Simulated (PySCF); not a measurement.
## C$_{3}$H$_{9}$Ga: geometry relaxation

The run: geometry relaxation of C$_{3}$H$_{9}$Ga, SMILES [CH3][Ga]([CH3])[CH3]. Method and program: PBE0-D3(BJ)/ma-def2-SVP geometry optimisation, gas phase (PySCF 2.14.0).

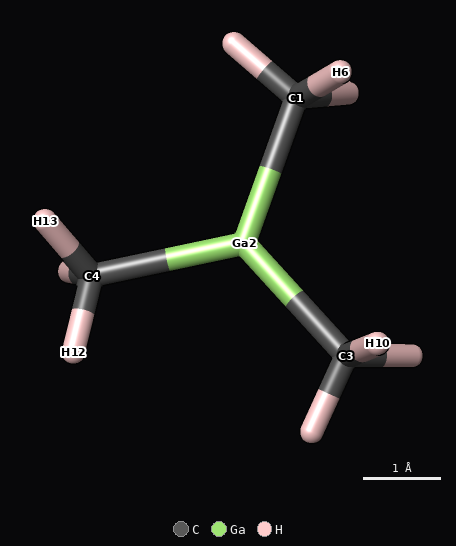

*The structure as given in the input (stick view, seen at a tilt; atoms are numbered from 1 in the order of the input). Sticks mark near contacts.*

Bond lengths as drawn: C–Ga 2.05 Å and C–H 1.09 Å.

## Input file
```
{"job": {"xc": "PBE0", "basis": "ma-def2-SVP", "d3": "d3bj", "grid": 1, "kind": "geom"}, "charge": 0, "multiplicity": 1}
C     -0.681306     1.907290     0.257507
Ga    -0.005686    -0.017449     0.084017
C      1.999896    -0.380940     0.272071
C     -1.324356    -1.540390    -0.278827
H     -0.301204     2.530570    -0.557383
H     -0.340289     2.360966     1.192905
H     -1.773233     1.959597     0.235566
H      2.578230     0.278404    -0.381491
H      2.256183    -1.413783     0.021864
H      2.334384    -0.191988     1.296582
H     -1.711419    -1.486791    -1.300781
H     -0.855683    -2.519897    -0.150850
H     -2.184293    -1.484617     0.394772
```

The first line tells a small driver script what to run in PySCF; the rest is the geometry in Å.

Machine: 1 CPU thread, shared host.

Launched with:
```bash
OMP_NUM_THREADS=1 python <driver script> task.json out
```

## Output
```
step   0  E = -2043.86139659  max force = 0.019613
step   1  E = -2043.86368128  max force = 0.009508
step   2  E = -2043.86504149  max force = 0.004508
step   3  E = -2043.86577573  max force = 0.000907
step   4  E = -2043.86578193  max force = 0.000263
optimisation converged
```

## Trajectory as extended XYZ (Å, eV, eV/Å), 5 frames, from step=0 to step=4
```
13
Properties=species:S:1:pos:R:3:forces:R:3 step=0 energy=-55616.30143
C    -0.6813    1.9073    0.2575    0.2173  -0.9844  -0.0649
Ga   -0.0057   -0.0175    0.0840    0.0131   0.0466  -0.0124
C     1.9999   -0.3809    0.2721   -1.0085   0.0876  -0.1578
C    -1.3244   -1.5404   -0.2788    0.7306   0.6817   0.2584
H    -0.3012    2.5306   -0.5574    0.1652   0.0988  -0.2364
H    -0.3403    2.3610    1.1929    0.1486   0.0535   0.2408
H    -1.7732    1.9596    0.2356   -0.2492  -0.0524  -0.0156
H     2.5782    0.2784   -0.3815    0.0879   0.2273  -0.1671
H     2.2562   -1.4138    0.0219   -0.0115  -0.2556  -0.0576
H     2.3344   -0.1920    1.2966    0.0140   0.0923   0.2860
H    -1.7114   -1.4868   -1.3008   -0.0672   0.1014  -0.2816
H    -0.8557   -2.5199   -0.1509    0.1637  -0.1944   0.0282
H    -2.1843   -1.4846    0.3948   -0.2040   0.0975   0.1800
13
Properties=species:S:1:pos:R:3:forces:R:3 step=1 energy=-55616.36360
C    -1.3168    1.4258    0.1102    0.1818   0.4373   0.0615
Ga    0.0032   -0.0273    0.0862   -0.0557  -0.0026  -0.0042
C     1.8940    0.4211    0.3535    0.4204  -0.3414   0.0075
C    -0.5802   -1.8767   -0.2099   -0.4889  -0.0641  -0.0628
H    -1.0727    2.1156   -0.7204   -0.0732  -0.0343   0.0565
H    -1.1373    2.0088    1.0341   -0.0966  -0.0138  -0.0830
H    -2.3864    1.1874    0.0536   -0.0111  -0.1800  -0.0168
H     2.2897    1.2068   -0.3098   -0.1289   0.0341  -0.0205
H     2.4726   -0.5027    0.1650    0.0659   0.1896   0.0459
H     2.1161    0.7343    1.3886   -0.1030   0.0146  -0.0203
H    -0.9444   -1.9518   -1.2527    0.0468  -0.0345   0.0680
H     0.1271   -2.6978   -0.0363    0.1530   0.0823   0.0368
H    -1.4729   -2.0395    0.4238    0.0894  -0.0874  -0.0686
13
Properties=species:S:1:pos:R:3:forces:R:3 step=2 energy=-55616.40062
C    -1.3119    1.4455    0.1119    0.1520   0.1819   0.0376
Ga    0.0030   -0.0280    0.0866    0.0226   0.0042   0.0042
C     1.9145    0.4073    0.3547    0.0896  -0.2317  -0.0261
C    -0.6032   -1.8826   -0.2127   -0.2318   0.0405  -0.0153
H    -1.0859    2.1361   -0.7199   -0.0357  -0.0143   0.0026
H    -1.1586    2.0329    1.0344   -0.0501  -0.0029  -0.0163
H    -2.3738    1.1698    0.0495    0.0163  -0.1173  -0.0125
H     2.2819    1.2065   -0.3081   -0.0881   0.0416  -0.0145
H     2.5236   -0.4928    0.1701    0.0416   0.0602   0.0137
H     2.1165    0.7306    1.3897   -0.0708   0.0288   0.0103
H    -0.9586   -1.9700   -1.2551    0.0316  -0.0153   0.0075
H     0.1321   -2.6797   -0.0356    0.0904   0.0669   0.0184
H    -1.4874   -2.0718    0.4204    0.0325  -0.0427  -0.0097
13
Properties=species:S:1:pos:R:3:forces:R:3 step=3 energy=-55616.42060
C    -1.2887    1.4640    0.1157    0.0108  -0.0175   0.0051
Ga    0.0048   -0.0299    0.0872    0.0104   0.0028   0.0013
C     1.9203    0.3813    0.3519   -0.0467  -0.0263  -0.0193
C    -0.6287   -1.8759   -0.2133    0.0209   0.0208   0.0080
H    -1.0879    2.1529   -0.7215   -0.0044   0.0053  -0.0215
H    -1.1724    2.0558    1.0382   -0.0077   0.0059   0.0201
H    -2.3347    1.1308    0.0443    0.0046   0.0066  -0.0023
H     2.2399    1.2028   -0.3093    0.0047   0.0170   0.0079
H     2.5709   -0.4864    0.1715    0.0181  -0.0188  -0.0039
H     2.0881    0.7217    1.3874    0.0042   0.0185   0.0121
H    -0.9691   -1.9797   -1.2575    0.0034  -0.0071  -0.0212
H     0.1488   -2.6326   -0.0316   -0.0071  -0.0008  -0.0048
H    -1.4993   -2.1010    0.4228   -0.0112  -0.0065   0.0186
13
Properties=species:S:1:pos:R:3:forces:R:3 step=4 energy=-55616.42077
C    -1.2879    1.4648    0.1160    0.0107  -0.0029   0.0039
Ga    0.0050   -0.0297    0.0871   -0.0024   0.0027  -0.0002
C     1.9197    0.3796    0.3513   -0.0124  -0.0135  -0.0074
C    -0.6288   -1.8753   -0.2132    0.0025   0.0088   0.0008
H    -1.0884    2.1533   -0.7225   -0.0019  -0.0013  -0.0029
H    -1.1737    2.0568    1.0393   -0.0036  -0.0006   0.0008
H    -2.3335    1.1308    0.0439   -0.0023   0.0022  -0.0014
H     2.2386    1.2032   -0.3079    0.0040   0.0054   0.0049
H     2.5722   -0.4874    0.1706    0.0019   0.0015   0.0007
H     2.0870    0.7213    1.3870    0.0026   0.0048   0.0017
H    -0.9684   -1.9804   -1.2580    0.0016  -0.0027  -0.0015
H     0.1491   -2.6316   -0.0318   -0.0012  -0.0035  -0.0013
H    -1.4989   -2.1016    0.4242    0.0005  -0.0011   0.0017
```

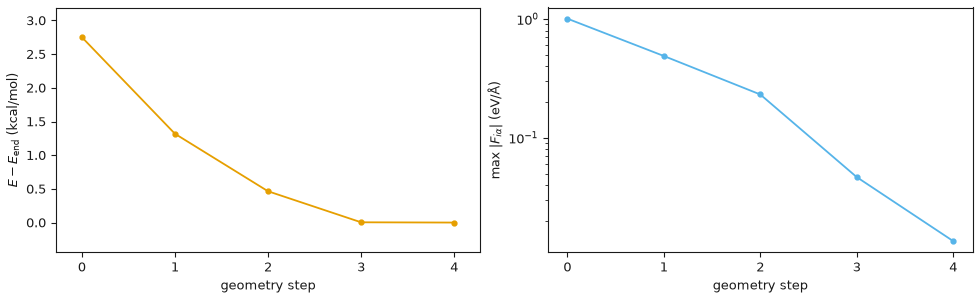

*Progress of the relaxation, step by step (steps are counted from 0).*

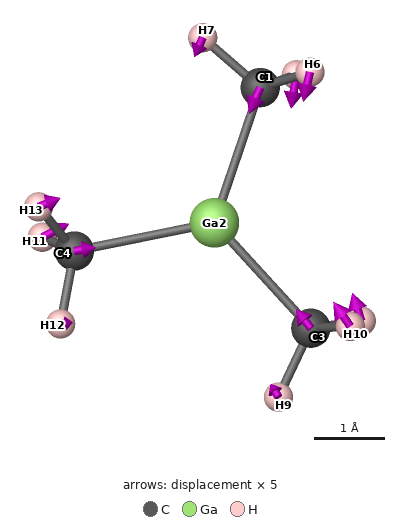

*The starting structure with the displacements as pink arrows, magnified 5 times (ball-and-stick view, seen at a tilt). The two geometries are laid on each other by the best rigid fit.*

Over 4 geometry steps the energy falls by 2.75 kcal/mol. Largest force component: 1 eV/Å at the start, 0.013 eV/Å at the end. The largest move after the best rigid fit is that of H5, 0.099 Å. By element the largest moves are H 0.099 Å, C 0.083 Å, Ga 0.013 Å. Among the contacts that change: Ga2–C4 2.047 → 1.974 Å, C1–Ga2 2.047 → 1.976 Å, C1–H5 1.094 → 1.103 Å. (Atoms are counted from 1 in the order of the input.)

## Results in brief

```csv
quantity,value
outcome,converged
total energy,−2043.865782 hartree
dipole moment,0.02 D
point group,C1
wall time,50 s
peak memory,0.55 GiB
```
